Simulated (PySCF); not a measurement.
Vertical excitations of a molecule C2H7ClSi3 from TDDFT-PBE/def2-SVPD (PySCF), as energy in eV (oscillator strength): 4.27 (0.001), 5.11 (0.001), 5.17 (0.005), 5.40 (0.003), 5.51 (0.002), 5.74 (0.112), 5.81 (0.001), 5.91 (0.002), 6.06 (0.015), 6.07 (0.013). Lowest triplet (TDA): 4.02 eV. Geometry: PBE0-D3(BJ)/def2-SVP. Other conformers were not sampled.

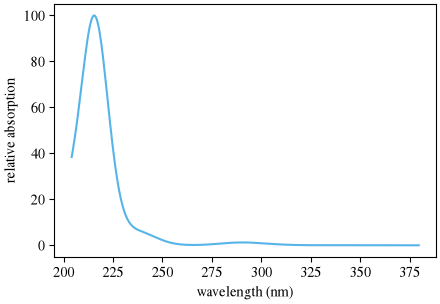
Figure. The lines broadened by 0.4 eV.

Question: Pick the molecule that these values belong to.
(A) C#C[Si@H](Cl)[SiH2][SiH3]
(B) Cl[Si@@H]1C=C[SiH2][SiH2]1
(C) ClC=C1[SiH2][SiH2][SiH2]1
(D) C=C1[SiH2][SiH2][Si@H]1Cl

Answer: B, Cl[Si@@H]1C=C[SiH2][SiH2]1
